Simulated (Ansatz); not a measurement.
**CH4FGa: density, localisation and related maps**

Input file:

```
crystal:
  periodic: [false, false, false]
  atoms:
    - {symbol: C, position_ang: [0.359008, -0.442761, -0.889079]}
    - {symbol: F, position_ang: [-0.132662, -1.510817, -0.087339]}
    - {symbol: Ga, position_ang: [0.764225, 0.837721, 0.599669]}
    - {symbol: H, position_ang: [-0.389568, 1.769199, 1.144541]}
    - {symbol: H, position_ang: [2.159412, 0.741642, 1.334544]}
    - {symbol: H, position_ang: [1.218815, -0.812773, -1.455078]}
    - {symbol: H, position_ang: [-0.435271, -0.144780, -1.579627]}
basis:
  gaussian: {orbitals: def2-TZVPD}
hamiltonian: {xc: {name: PBE0}}
output: {forces: true, orbitals: {seedname: orbitals}}
```

Command:

```sh
ansatz run input.yaml --threads 1 --pin off --max-ram 2610MiB --events-out events.jsonl --progress --plain --runs-dir runs
```

Geometry: B3LYP/6-31G*.

Theory: isolated molecule in a Gaussian basis; Kohn-Sham density functional theory, functional PBE0 in Ansatz.

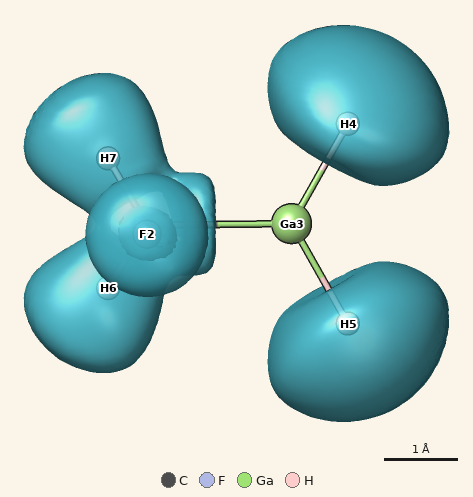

Figure 1. Isosurface of the ELF at 0.75 (cyan), seen across its widest extent. Core shells and regions of very low density are left out.

Question: Where are the electrons localised?

Answer: The surface consists of two regions around hydrogen nuclei, one region on F in which the atom's valence shell and bonds are merged and one joined region spread over several atoms (C, H), in which their bonds and any lone pairs are merged. Profiles from the grid: C–F (1.42 Å): the ELF peaks at about 0.80 between the atoms: a shared but strongly polarised pair. C–Ga (2.01 Å): the ELF peaks at about 0.95 in the valence shell of C, 0.7 Å from its nucleus, and is about 0.60 at the midpoint.

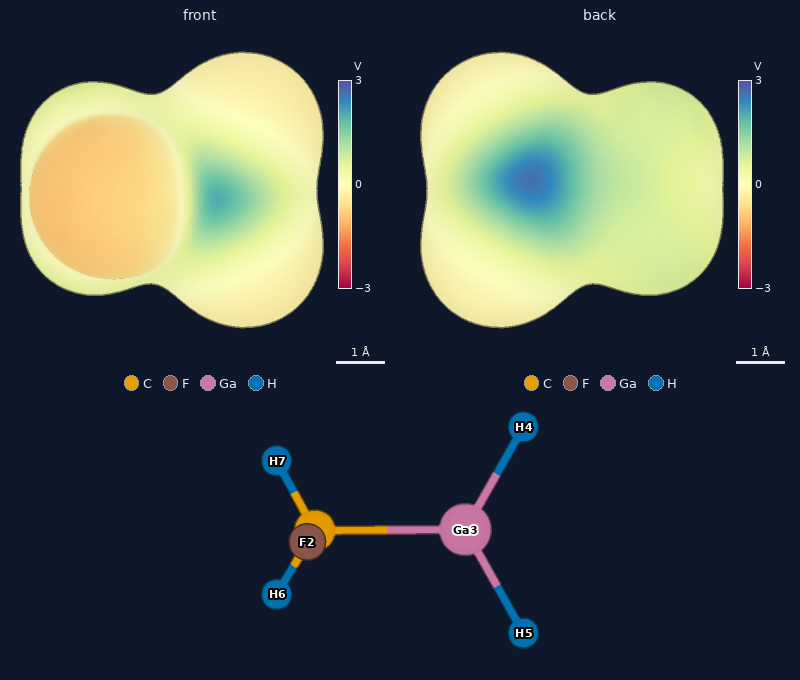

Figure 2. The molecular electrostatic potential painted on the density surface at 0.001 e/bohr³, seen from the front and from behind; the colour scale runs from red (negative) to blue (positive). The bare structure is drawn below in the same view.

Question: Where is the surface potential most negative and most positive?

Answer: The most negative region (about −0.9 V) lies over F2, the most positive (about +2.5 V) over Ga3.

Question: How polar is the molecule by this calculation?

Answer: Its dipole moment is 1.85 D.

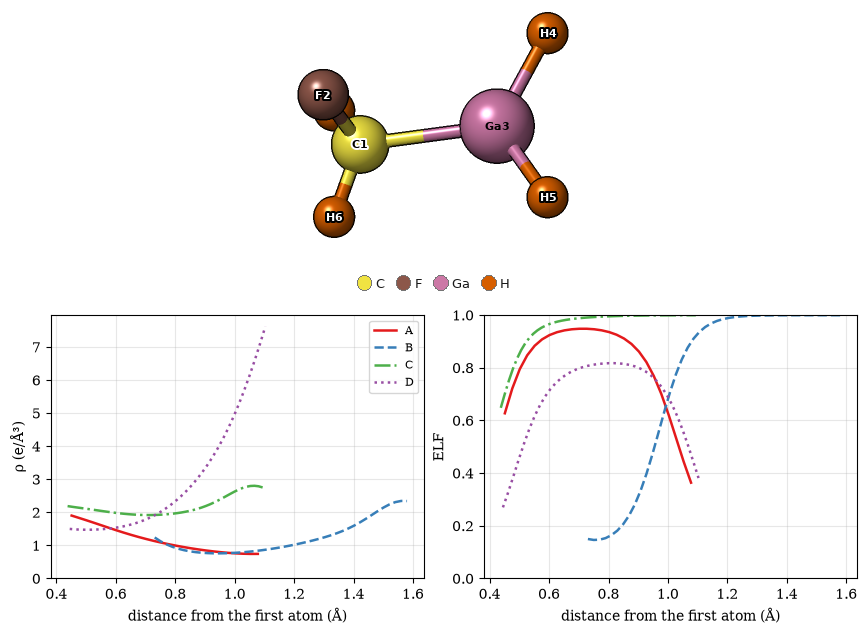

Figure 3. Total electron density and ELF along straight lines between neighbouring atoms. The curves leave out the atomic cores. The structure is drawn too.

Question: Which curve belongs to which contact (C–F, C–Ga, C–H and Ga–H)? The first atom named is at distance zero.

Answer: Curve A: C–Ga (2.01 Å): ρ at the midpoint is about 0.76 e/Å³; the ELF peaks at about 0.95 in the valence shell of C, 0.7 Å from its nucleus, and is about 0.60 at the midpoint. Curve B: Ga–H (1.58 Å): ρ is about 0.96 e/Å³ halfway; the ELF climbs to about 1 towards the hydrogen. Curve C: C–H (1.09 Å): ρ is about 2 e/Å³ halfway; the ELF climbs to about 1 towards the hydrogen; a covalent bond by its length. Curve D: C–F (1.42 Å): ρ is about 1.8 e/Å³ halfway, with its minimum of 1.5 e/Å³ about 0.5 Å from C; the ELF peaks at about 0.80 between the atoms: a shared but strongly polarised pair.
